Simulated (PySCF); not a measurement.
# CH8OSSi2: the cost of one run

Programs: PySCF 2.14.0, with density-fitted response routines of our own. Each step states its level of theory. These are calculated values for one molecule in the gas phase, unless marked as measured. Atoms count from 0, in the outputs and in this text.

### 1 Starting geometry

13 atoms, charge 0, multiplicity 1; geometry from: GFN2-xTB. The atoms were then displaced at random by about 0.01 Å, so the start is not that level's minimum.

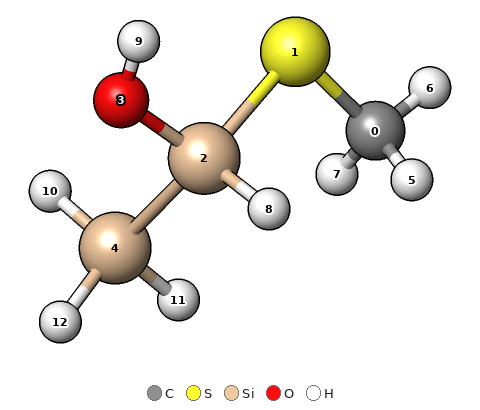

As it starts; carbon grey, sulfur yellow, silicon light orange, oxygen red, hydrogen white, atoms numbered.

### 2 Geometry optimisation at PBE0-D3(BJ)/def2-SVP

What the job is given:

```
{"job": {"xc": "PBE0", "basis": "def2-SVP", "d3": "d3bj", "grid": 1, "shake": 0.01, "kind": "geom"}, "charge": 0, "multiplicity": 1}
C     -2.136230    -0.157280    -0.684050
S     -1.108860    -1.499120    -0.119140
Si     0.406770    -0.338590     0.883590
O      1.512650    -1.403640     1.505790
Si     1.677850     0.983800    -0.527020
H     -2.494640     0.457970     0.161130
H     -2.999360    -0.578070    -1.191020
H     -1.585480     0.497840    -1.386640
H     -0.322280     0.304740     2.006620
H      1.202150    -2.254400     1.865870
H      2.407800     0.234600    -1.526940
H      0.828340     1.940550    -1.233860
H      2.617110     1.794690     0.235370
```

On the command line:

```
> OMP_NUM_THREADS=1 python probes_run.py task.json out
```

The driver reads the jobs from task.json and runs them one after another.

Q: Estimate the wall time and peak memory of this first job on 1 thread of Arm Neoverse V1, shared host.

About 45 s, with a peak of 0.56 GiB.
